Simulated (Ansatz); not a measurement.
# Run report: C₂H₉InO₂, frequency calculation

- system: C₂H₉InO₂
- method: RKS PBE0-D4/def2-TZVP (Ansatz 0.2.0)

The geometry comes from this level: PBE0-D4/def2-TZVP. Figures and captions count atoms from 1; the log counts them from 0 in places.

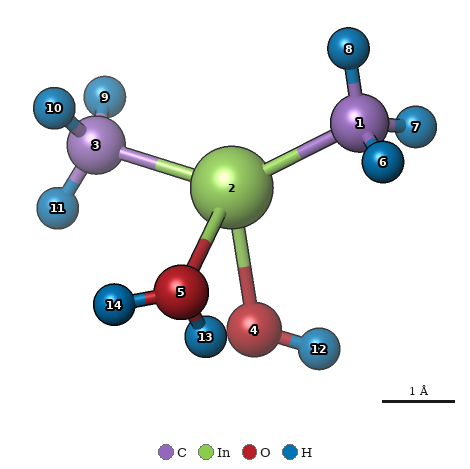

Fig. 1: The structure as given in the input (ball-and-stick view, seen at a tilt; atoms are numbered from 1 in the order of the input). Sticks mark near contacts.

### Results in brief

- outcome: converged
- total energy: −11485.5366 eV
- mean-field energy: −11485.3279 eV
- dispersion energy: −0.2087 eV
- largest force (length of the vector): 0.003 eV/Å
- dipole moment: 0.96 D
- hardware: 4 threads of Arm Neoverse V1, 23 GiB of memory available, shared host
- wall time: 5.7 min (CPU time 22 min)
- peak memory: 0.69 GiB

### The input
```yaml
crystal:
  periodic: [false, false, false]
  atoms:
    - {symbol: C, position_ang: [-1.836681, 1.249669, 0.427304]}
    - {symbol: In, position_ang: [-0.242199, -0.156877, 0.166321]}
    - {symbol: C, position_ang: [1.041324, -1.378053, 1.367790]}
    - {symbol: O, position_ang: [-0.178009, -0.870763, -1.787544]}
    - {symbol: O, position_ang: [1.394659, 1.018350, -1.136249]}
    - {symbol: H, position_ang: [-1.679514, 2.087422, -0.253740]}
    - {symbol: H, position_ang: [-2.792882, 0.780701, 0.188076]}
    - {symbol: H, position_ang: [-1.879550, 1.626304, 1.449493]}
    - {symbol: H, position_ang: [0.459085, -2.021827, 2.028758]}
    - {symbol: H, position_ang: [1.698734, -0.763256, 1.984809]}
    - {symbol: H, position_ang: [1.645512, -2.006768, 0.712597]}
    - {symbol: H, position_ang: [-0.969457, -0.748255, -2.313847]}
    - {symbol: H, position_ang: [1.005438, 0.365311, -1.784212]}
    - {symbol: H, position_ang: [2.320541, 0.788641, -1.020858]}
basis:
  gaussian: {orbitals: def2-TZVP}
hamiltonian: {xc: pbe0, dispersion: d4}
phonons: {temperatures: {t_min: 298.15, t_max: 900, t_step: 200}}
```

Launch command:
```bash
ansatz run in.yaml --threads 4 --pin off --events-out ev --progress --plain --max-ram 11315MiB
```

### Output
```
Functional definition: PBE0
  name "PBE0"
  cite "Adamo & Barone, J. Chem. Phys. 110, 6158 (1999) doi:10.1063/1.478522"
  cite "Perdew, Burke & Ernzerhof, Phys. Rev. Lett. 77, 3865 (1996) doi:10.1103/PhysRevLett.77.3865"
  parent pbe
  parameter a = 0.25
  parameter kappa = 0.804
  parameter beta = 0.06672455060314922
  exchange = (1 - a)*pbe_x(kappa = kappa, mu = beta*pi^2/3) + a*exact_x
  correlation = pbe_c(beta = beta)
1539 factors; their error is unknown
mean field evaluation 1: about -11466.3657 eV, gradient 1.0e2 eV
mean field evaluation 2: about -11444.6798 eV, gradient 1.4e2 eV
mean field evaluation 4: about -11485.1922 eV, gradient 7.1e0 eV
mean field evaluation 8: about -11485.2884 eV, gradient 1.6e-1 eV
mean field evaluation 16: about -11485.3279 eV, gradient 2.9e-4 eV
mean field -11485.32785938 eV, -422.0780137975 hartree, gradient 2.8e-5 eV, S^2 0.000000; 0 other end points of the search recorded, 0 dependent functions left out
the calculation of the forces begins
reference -11485.32790898 eV, -422.0780156200 hartree; 29, 29 occupied and 199, 199 virtual orbitals, 1539 factors
these checks for a lower state are left out or cut short: stability, starts, cluster_reference, orbital_swaps, neighbouring_geometries, increment
1539 factors; their error is unknown
mean field -11485.32769863 eV, -422.0780078898 hartree, gradient 2.6e-6 eV, S^2 0.000000; 0 other end points of the search recorded, 0 dependent functions left out
[... from here on the field's lines of each further geometry are left out, up to the last ...]
the calculation of the forces begins
reference -11485.32789618 eV, -422.0780151497 hartree; 29, 29 occupied and 199, 199 virtual orbitals, 1539 factors
these checks for a lower state are left out or cut short: stability, starts, cluster_reference, orbital_swaps, neighbouring_geometries, increment
1539 factors; their error is unknown
mean field -11485.32785174 eV, -422.0780135165 hartree, gradient 2.6e-6 eV, S^2 0.000000; 0 other end points of the search recorded, 0 dependent functions left out
the calculation of the forces begins
reference -11485.32790133 eV, -422.0780153391 hartree; 29, 29 occupied and 199, 199 virtual orbitals, 1539 factors
Total energy: -11485.53664968 eV, -422.0856866995 hartree
Atom 0 at    -1.836681     1.249669     0.427304 Å, force    -0.001786     0.000014     0.000218 eV/Å
Atom 1 at    -0.242199    -0.156877     0.166321 Å, force    -0.000048     0.001636    -0.000325 eV/Å
Atom 2 at     1.041324    -1.378053     1.367790 Å, force    -0.000561    -0.000596    -0.000347 eV/Å
Atom 3 at    -0.178009    -0.870763    -1.787544 Å, force     0.001267    -0.001393     0.000335 eV/Å
Atom 4 at     1.394659     1.018350    -1.136249 Å, force     0.001776    -0.000914    -0.000817 eV/Å
Atom 5 at    -1.679514     2.087422    -0.253740 Å, force    -0.000426    -0.002414     0.001977 eV/Å
Atom 6 at    -2.792882     0.780701     0.188076 Å, force     0.002154     0.001963     0.000955 eV/Å
Atom 7 at    -1.879550     1.626304     1.449493 Å, force    -0.000288    -0.000595    -0.003051 eV/Å
Atom 8 at     0.459085    -2.021827     2.028758 Å, force     0.000258    -0.000489     0.000244 eV/Å
Atom 9 at     1.698734    -0.763256     1.984809 Å, force    -0.000221     0.000322    -0.000338 eV/Å
Atom 10 at     1.645512    -2.006768     0.712597 Å, force    -0.000057     0.000064     0.000378 eV/Å
Atom 11 at    -0.969457    -0.748255    -2.313847 Å, force    -0.000767     0.001023     0.000415 eV/Å
Atom 12 at     1.005438     0.365311    -1.784212 Å, force    -0.001160     0.000670     0.000106 eV/Å
Atom 13 at     2.320541     0.788641    -1.020858 Å, force    -0.000141     0.000710     0.000250 eV/Å
Dipole moment:     0.073712     0.091397     0.160712 e Å
Vibrations: 49.07 61.68 90.31 106.29 116.73 127.91 210.47 234.50 328.25 425.75 490.44 509.22 531.21 553.80 666.71 683.14 719.98 728.19 738.16 983.43 1193.33 1195.01 1450.93 1451.38 1454.96 1455.76 1623.92 3059.56 3060.73 3149.66 3150.43 3157.56 3159.50 3177.87 3890.38 3910.24 cm⁻¹, zero-point energy 2.969203 eV
```

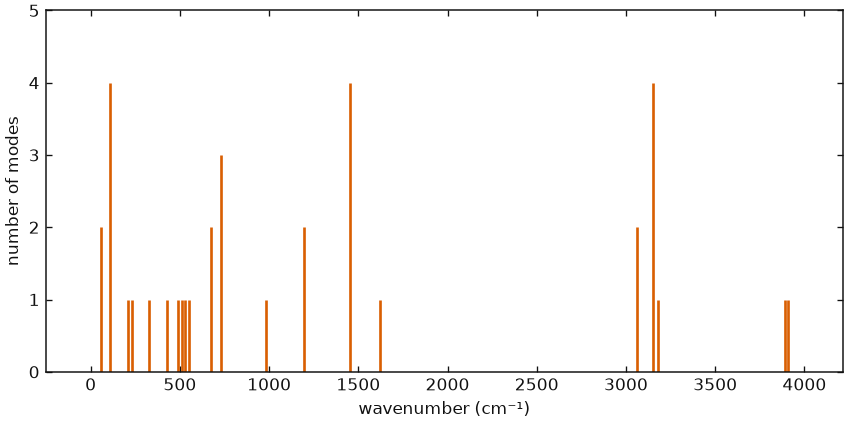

Fig. 2: Harmonic vibrational wavenumbers from the force constants; neighbouring modes closer than 18 cm⁻¹ are counted in one stick. 36 modes from 49 to 3910 cm⁻¹, none imaginary.

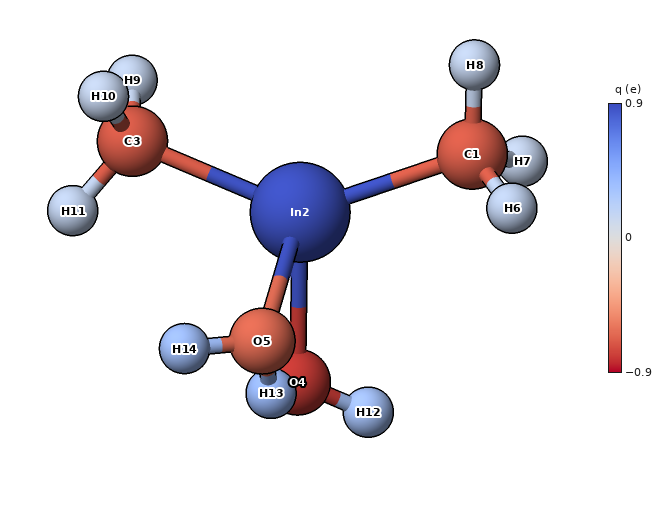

Fig. 3: Mulliken charges, as the colour of each atom (ball-and-stick view, seen at a tilt; atoms are numbered from 1 in the order of the input; Mulliken charges depend strongly on the basis). By element: C −0.68 to −0.67, In +0.86, O −0.78 to −0.62 and H +0.14 to +0.36 e.
